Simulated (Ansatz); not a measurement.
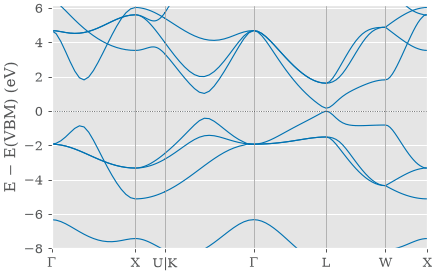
Fig. 1. Band structure from DFT-PBEsol in the program Ansatz with PAW potentials

Task: Read off the gap and where the band edges lie.

Result: About 0.2 eV (0.17 eV by a search for the band edges); maximum at L, minimum at L.

The material is PbSe (rock salt, Fm-3m).

The PBEsol relaxation kept the symmetry of its start. Spin–orbit coupling is left out wherever it is not named.

Potentials: the later of the program's two PAW sets.
